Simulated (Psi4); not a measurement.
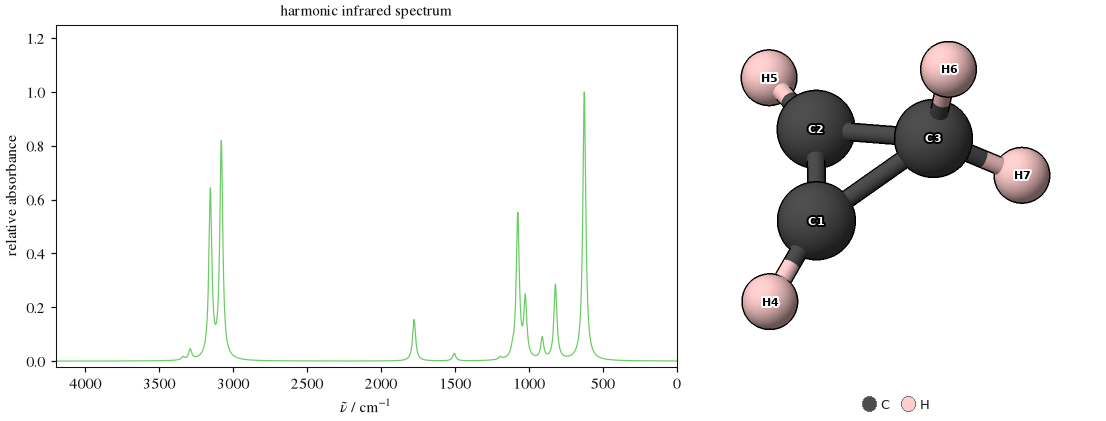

Infrared spectrum of C₃H₄, SMILES C1=CC1. Unscaled harmonic wavenumbers and double-harmonic intensities, M06-2X/cc-pVDZ, Psi4, at a geometry relaxed at this level, isolated molecule. Lorentzian lines of 24 cm⁻¹ full width. Close modes add up in the curve.

### Which lines are the most intense?

624.1 cm⁻¹ (69.8 km/mol), 3079.6 cm⁻¹ (56.4 km/mol) and 3153.5 cm⁻¹ (43.5 km/mol).

### List the modes.

```
  cm⁻¹  km/mol
 624.1    69.8
 819.4    19.5
 885.5     0.0
 909.0     5.5
1023.2    15.2
1027.4     0.0
1074.2    37.8
1109.0     1.5
1193.6     0.7
1504.1     2.0
1775.4    10.8
3079.6    56.4
3153.5    43.5
3289.7     2.7
3338.0     0.8
```

Caveats: double-zeta basis.
